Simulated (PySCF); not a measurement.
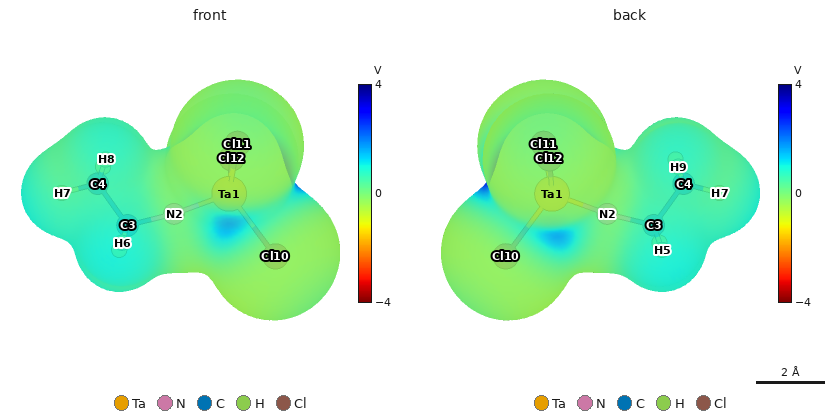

Figure. C2H5Cl3NTa (Ta(NEt)Cl3). The electrostatic potential painted on the density surface at 0.002 e/bohr³, seen from the front and from behind; red is negative and blue positive.

Geometry: PBE0-D3(BJ)/def2-SVP; core potentials replace the inner electrons of Ta.

Method: PBE0/def2-SVPD, SCF density, gas phase, scalar-relativistic core potentials on the heavy atoms (PySCF 2.14.0).

```xyz
12

Ta    0.3782   -0.0054   -2.1070
N     0.5631   -0.0041   -0.3742
C     0.5622   -0.0027    1.0468
C    -0.8549   -0.0125    1.6005
H     1.1247   -0.8835    1.4047
H     1.1117    0.8872    1.4027
H    -0.8423   -0.0114    2.7002
H    -1.4086    0.8739    1.2567
H    -1.3960   -0.9071    1.2580
Cl    2.5141   -0.0060   -2.9819
Cl   -0.8180    1.9085   -2.5791
Cl   -0.8187   -1.9196   -2.5763
```

Where is the surface potential most negative and most positive?

Answer. The most negative region (about −0.4 V) lies over Cl10, the most positive (about +3.0 V) over Ta1.

How polar is the molecule by this calculation?

Answer. Its dipole moment is 2.22 D.
